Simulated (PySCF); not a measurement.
# P3: doublet, from a obtuse triangle start

Where does doublet P3 go from a obtuse triangle start, is the end point a minimum, and what are its modes, charges and moments?

Method: PBE0, basis P def2-TZVP, no relativity, density fitting; program: PySCF 2.14.0.

### 1 Where the work starts

3 atoms, charge 0, spin multiplicity 2.

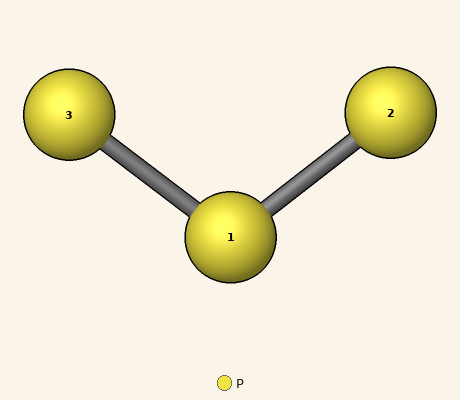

The starting geometry (phosphorus yellow); atoms are numbered from 1 in the order of the file.

```xyz
3
charge 0 multiplicity 2
P     0.0000    0.0000    0.0000
P     1.7316    1.3320    0.0000
P    -1.7316    1.3320    0.0000
```

### 2 Finding the electronic state

One driver script runs all steps and calls PySCF; scf.py shows how it sets up the SCF of each step. The optimiser is the driver's own. After this first run the driver tries any further starts and a stability analysis.

File scf.py:

```python
from pyscf import gto, scf, dft
mol = gto.M(atom='''
P      0.000000     0.000000     0.000000
P      1.731600     1.332000     0.000000
P     -1.731600     1.332000     0.000000''',
    basis={'P': 'def2-TZVP'},
    charge=0, spin=1)
mf = dft.UKS(mol, xc='PBE0')
mf.grids.atom_grid = (50, 194)
aux = {'P': 'def2-universal-JKFIT'}
mf = mf.density_fit(auxbasis=aux)
mf.conv_tol = 1e-08
mf.diis_space = 10
mf.max_cycle = 60
mf.init_guess = 'minao'
mf.verbose = 4
mf.kernel()
```

On the command line:

```sh
$ OMP_NUM_THREADS=4 python axn.py task.json out
```

Log:

```text
init E= -1023.56524782974
[... the frontier-level lines of each cycle are left out ...]
cycle= 1 E= -1023.57160657357  delta_E= -0.00636  |g|= 0.14  |ddm|= 1.26
cycle= 2 E= -1023.57538396828  delta_E= -0.00378  |g|= 0.0828  |ddm|= 0.17
cycle= 3 E= -1023.57574328717  delta_E= -0.000359  |g|= 0.0664  |ddm|= 0.117
cycle= 4 E= -1023.57901757932  delta_E= -0.00327  |g|= 0.0118  |ddm|= 0.0677
cycle= 5 E= -1023.57930895703  delta_E= -0.000291  |g|= 0.00637  |ddm|= 0.028
cycle= 6 E= -1023.57939292692  delta_E= -8.4e-05  |g|= 0.00269  |ddm|= 0.0141
cycle= 7 E= -1023.57942787461  delta_E= -3.49e-05  |g|= 0.000721  |ddm|= 0.0139
cycle= 8 E= -1023.57943060156  delta_E= -2.73e-06  |g|= 0.000166  |ddm|= 0.00436
cycle= 9 E= -1023.57943069094  delta_E= -8.94e-08  |g|= 7.99e-05  |ddm|= 0.000585
cycle= 10 E= -1023.57943070848  delta_E= -1.75e-08  |g|= 3.49e-05  |ddm|= 0.000228
cycle= 11 E= -1023.57943071391  delta_E= -5.43e-09  |g|= 1.48e-05  |ddm|= 0.000131
Extra cycle  E= -1023.57943071486  delta_E= -9.49e-10  |g|= 1.07e-05  |ddm|= 4.29e-05
converged SCF energy = -1023.57943071486  <S^2> = 0.80435927  2S+1 = 2.05364
```

This step, with its further starts and checks, ran for 13 s (4 threads of Intel Xeon 6975P-C (Granite Rapids), shared host).

Energies from each starting density:

```tsv
start	energy (Eh)
the minimal-basis guess	-1023.579431
a thermally smeared density	-1023.579431
a smeared PBE density	-1023.579399
```

The first run landed in a state that is too high. Following the other starts and the instabilities gains 54.0 kJ/mol (-1023.60001 Eh), and the work goes on from there.

### 3 Relaxing the doublet from the obtuse triangle start

The program finds C2v symmetry in the start, which this walk keeps. Threshold on the gradient: 0.0003 Eh/bohr, with a further test on the energy change.

scf.py, as its differences from that of step 2:

```diff
@@ -3,3 +3,3 @@
-P      0.000000     0.000000     0.000000
-P      1.731600     1.332000     0.000000
-P     -1.731600     1.332000     0.000000''',
+P      0.000000    -0.888000     0.000000
+P      1.731600     0.444000     0.000000
+P     -1.731600     0.444000     0.000000''',
@@ -15 +14,0 @@
-mf.init_guess = 'minao'
```

Energy and gradient, step by step:

```tsv
step	energy (Eh)	change (kJ/mol)	largest symmetric gradient (Eh/bohr)
0	-1023.600010	0.00	0.04620
1	-1023.610651	-27.94	0.01087
2	-1023.611111	-29.15	0.00460
3	-1023.611186	-29.34	0.00026
4	-1023.611186	-29.34	0.00002
```

The walk took 5.6 s.

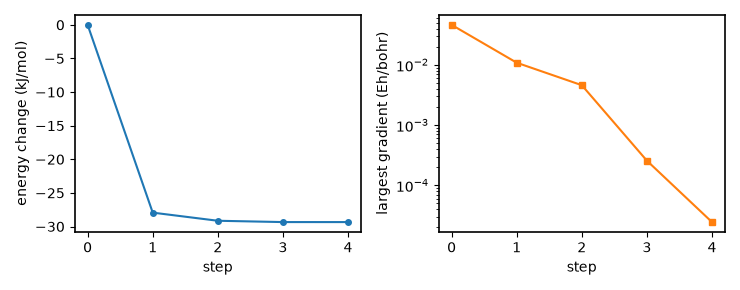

Energy and largest gradient along the walk.

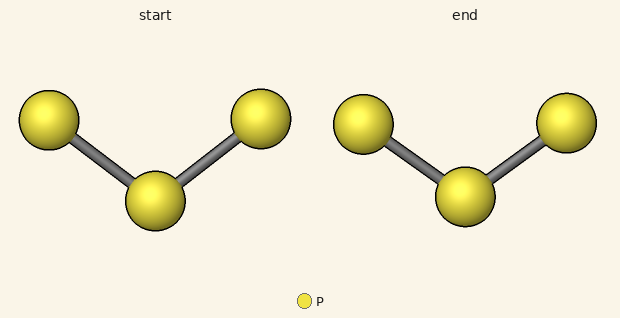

The geometry along the walk, at one scale.

After 4 steps and 29.3 kJ/mol it ends at C2v: P–P 2.046 Å (×2); P–P–P 108.5°.

### 4 Is it a minimum? Harmonic modes

On the finer grid the gradient is checked again; gradients at displacements of ±0.02 bohr then give force constants and infrared intensities.

scf.py, as its differences from that of step 3:

```diff
@@ -3,3 +3,3 @@
-P      0.000000    -0.888000     0.000000
-P      1.731600     0.444000     0.000000
-P     -1.731600     0.444000     0.000000''',
+P      0.000000    -0.796668     0.000000
+P      1.660780     0.398334     0.000000
+P     -1.660780     0.398334     0.000000''',
@@ -9 +9 @@
-mf.grids.atom_grid = (50, 194)
+mf.grids.atom_grid = (75, 302)
@@ -12 +12 @@
-mf.conv_tol = 1e-08
+mf.conv_tol = 1e-10
```

This SCF starts from the last density.

Log of the central SCF (cycles and frontier levels):

```text
init E= -1023.61119947337
[... the frontier-level lines of each cycle are left out ...]
cycle= 1 E= -1023.61119947323  delta_E= 1.38e-10  |g|= 1.49e-05  |ddm|= 2.36e-05
cycle= 2 E= -1023.61119947258  delta_E= 6.51e-10  |g|= 3.16e-05  |ddm|= 4.98e-05
cycle= 3 E= -1023.61119947341  delta_E= -8.37e-10  |g|= 1.33e-06  |ddm|= 3.42e-05
cycle= 4 E= -1023.61119947342  delta_E= -5.23e-12  |g|= 6.58e-07  |ddm|= 1.85e-06
Extra cycle  E= -1023.61119947342  delta_E= -1.59e-12  |g|= 7.03e-07  |ddm|= 3.25e-06
converged SCF energy = -1023.61119947342  <S^2> = 1.8160312  2S+1 = 2.8747391
```

The whole step took 23 s.

Geometry: C2v; P–P 2.046 Å (×2); P–P–P 108.5°.

Harmonic modes (main isotopes):

| symmetry | ω (cm⁻¹) | IR (km/mol) | type |
| --- | --- | --- | --- |
| a1 | 175 | 0.6 | bend |
| b2 | 465 | 5.4 | stretch |
| a1 | 538 | 0.6 | stretch |

Every mode is real; the point is a minimum.

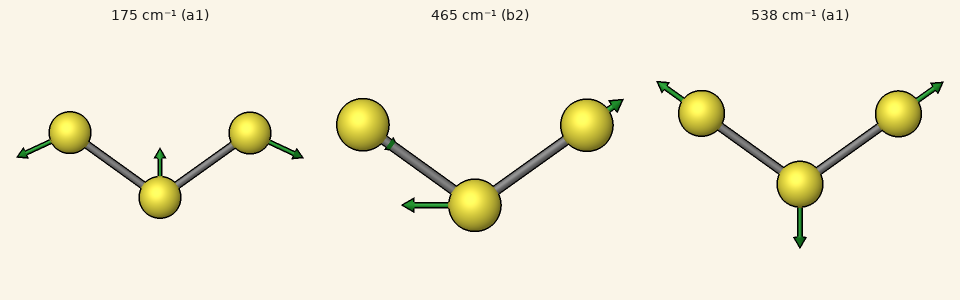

Displacements of 3 of the modes, as arrows (one member where a mode is degenerate).

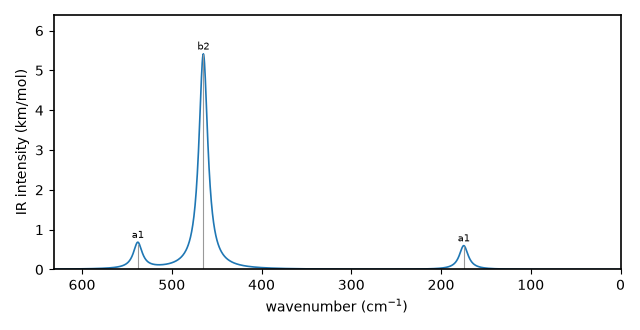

The harmonic infrared spectrum (widths in cm⁻¹). Lines are broadened to a width of 12 cm⁻¹ (Lorentzian).

Properties at this point:

```yaml
Dipole_moment: 0.14 D
Highest_occupied_level: -6.51 eV
Lowest_empty_level: -4.16 eV
Rotational_constants: 0.5717, 0.09866, 0.08414 cm⁻¹
Zero-point_energy: 7.0 kJ/mol
Principal_polarisabilities: 60.4, 117.1, 125.9 bohr³
Atomisation_energy_without_zero-point_energy: 541 kJ/mol
Principal_traceless_quadrupole_moments_about_the_centre_of_mass: -0.54, -0.35, 0.89 D Å
Entropy_at_298.15_K_and_1_bar_electronic_part_spin_only: 286.9 J/(mol K)
Heat_capacity_Cp_at_298.15_K: 51.5 J/(mol K)
Enthalpy_at_298.15_K_above_0_K: 12.67 kJ/mol
Rotational_symmetry_number: 2
Spin_squared_⟨S²⟩: 1.816
```

Populations by atom (charges in e):

```csv
atom,Mulliken,Löwdin,polar tensor,spin (Mulliken),Mayer order to P1
P1,0.00,-0.08,-0.09,0.33,–
"P2,3",0.00,0.04,0.05,0.33,1.66
```

Mulliken populations on P1: s 5.71, p 9.06, d 0.21, f 0.01.

### 5 Summary of results

| quantity | value |
| --- | --- |
| minimum | broken-symmetry (Ms = 1/2), C2v |
| geometry | P–P 2.046 Å (×2); P–P–P 108.5° |
| wavenumbers (cm⁻¹) | 175 (a1), 465 (b2), 538 (a1) |
| dipole moment | 0.14 D |
| highest occupied, lowest empty level (either spin) | -6.51, -4.16 eV |
| polar-tensor charge of P1 | -0.09 e |
| zero-point energy | 7.0 kJ/mol |
| entropy at 298.15 K | 286.9 J/(mol K) |
| atomisation energy (no zero-point energy) | 541 kJ/mol |
| ⟨S²⟩ | 1.816 |

In words: The obtuse triangle start keeps its C2v symmetry and ends in a minimum. The determinant is spin-contaminated (⟨S²⟩ = 1.82 against 0.75), so it is no pure spin state. The strongest infrared band lies at 465 cm⁻¹ (b2, stretch). The first SCF alone would have been 54 kJ/mol too high. Only this shape and spin were tried, so other structures or states may lie lower.

The search up to here took 42 s.
